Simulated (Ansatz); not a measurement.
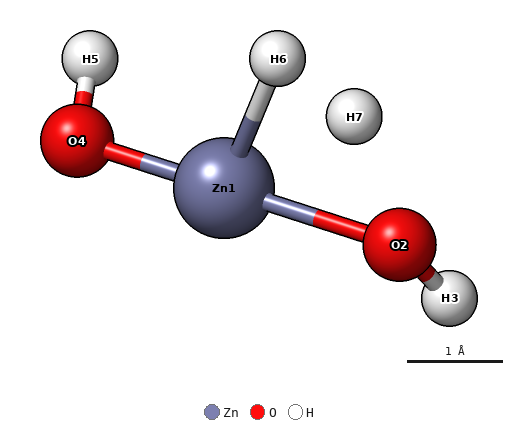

Figure 1. The input geometry (ball-and-stick view, seen at a tilt; atoms are numbered from 1 in the order of the input). Sticks mark near contacts. Bond lengths as drawn: H–O 1.01 Å, H–Zn 1.87 Å and O–Zn 1.79 to 2.14 Å.

ZnH4O2: nudged elastic band

System: ZnH4O2.
Method: RKS PBE/def2-SVP (Ansatz 0.2.0).

One setting was made poor on purpose. It belongs to a series of runs on one base structure; here: band between the two ends.

**Input file**
```yaml
crystal:
  periodic: [false, false, false]
  atoms:
    - { symbol: Zn, position_ang: [0.0, 0.0, 0.0] }
    - { symbol: O, position_ang: [0.0, 0.0, 2.14] }
    - { symbol: H, position_ang: [-0.9095, -0.2814, 2.4771] }
    - { symbol: O, position_ang: [0.0, 0.0, -1.79] }
    - { symbol: H, position_ang: [0.2547, -0.9174, -2.1271] }
    - { symbol: H, position_ang: [1.71, -0.4746, 0.5897] }
    - { symbol: H, position_ang: [1.3229, -0.3672, 1.5381] }
basis:
  gaussian: { orbitals: def2-SVP }
hamiltonian:
  xc: pbe
neb:
  order_check: false
  images: 5
  f_tol: 0.05
  max_iterations: 60
  final_atoms:
    - { symbol: Zn, position_ang: [0.0, 0.0, 0.0] }
    - { symbol: O, position_ang: [0.0, 0.0, 2.14] }
    - { symbol: H, position_ang: [-0.9095, -0.2814, 2.4771] }
    - { symbol: O, position_ang: [0.0, 0.0, -1.79] }
    - { symbol: H, position_ang: [0.2547, -0.9174, -2.1271] }
    - { symbol: H, position_ang: [1.71, -0.4746, 0.5897] }
    - { symbol: H, position_ang: [1.3229, -0.3672, 1.5381] }
  initial_path:
    images:
      - { positions_ang: [[0.0, 0.0, 0.0], [0.0, 0.0, 2.14], [-0.9095, -0.2814, 2.4771], [0.0, 0.0, -1.79], [0.2547, -0.9174, -2.1271], [1.71, -0.4746, 0.5897], [1.3229, -0.3672, 1.5381]] }
      - { positions_ang: [[0.0, 0.0, 0.0], [0.0, 0.0, 2.14], [-0.9095, -0.2814, 2.4771], [0.0, 0.0, -1.79], [0.2547, -0.9174, -2.1271], [1.71, -0.4746, 0.5897], [1.3229, -0.3672, 1.5381]] }
      - { positions_ang: [[0.0, 0.0, 0.0], [0.0, 0.0, 2.14], [-0.9095, -0.2814, 2.4771], [0.0, 0.0, -1.79], [0.2547, -0.9174, -2.1271], [1.71, -0.4746, 0.5897], [1.3229, -0.3672, 1.5381]] }
      - { positions_ang: [[0.0, 0.0, 0.0], [0.0, 0.0, 2.14], [-0.9095, -0.2814, 2.4771], [0.0, 0.0, -1.79], [0.2547, -0.9174, -2.1271], [1.71, -0.4746, 0.5897], [1.3229, -0.3672, 1.5381]] }
      - { positions_ang: [[0.0, 0.0, 0.0], [0.0, 0.0, 2.14], [-0.9095, -0.2814, 2.4771], [0.0, 0.0, -1.79], [0.2547, -0.9174, -2.1271], [1.71, -0.4746, 0.5897], [1.3229, -0.3672, 1.5381]] }
      - { positions_ang: [[0.0, 0.0, 0.0], [0.0, 0.0, 2.14], [-0.9095, -0.2814, 2.4771], [0.0, 0.0, -1.79], [0.2547, -0.9174, -2.1271], [1.71, -0.4746, 0.5897], [1.3229, -0.3672, 1.5381]] }
      - { positions_ang: [[0.0, 0.0, 0.0], [0.0, 0.0, 2.14], [-0.9095, -0.2814, 2.4771], [0.0, 0.0, -1.79], [0.2547, -0.9174, -2.1271], [1.71, -0.4746, 0.5897], [1.3229, -0.3672, 1.5381]] }
```

Command:
```bash
ansatz run input.yaml --threads 2 --pin off --max-ram 3072MiB --backend cpu --events-out ev --progress --plain --runs-dir out
```

**The program's output**
```
Error: invalid value for `neb.final_atoms`: is identical to crystal.atoms — the two endpoints must differ for a path to exist
```

**Outcome**

```json
{"quantity": "outcome", "value": "refused by the program"}
{"quantity": "hardware", "value": "2 threads of Arm Neoverse V1, 24 GiB of memory available, shared host"}
```

The program refused the input: “invalid value for `neb.final_atoms`: is identical to crystal.atoms — the two endpoints must differ for a path to exist” A deliberately poor setting: ends not relaxed.
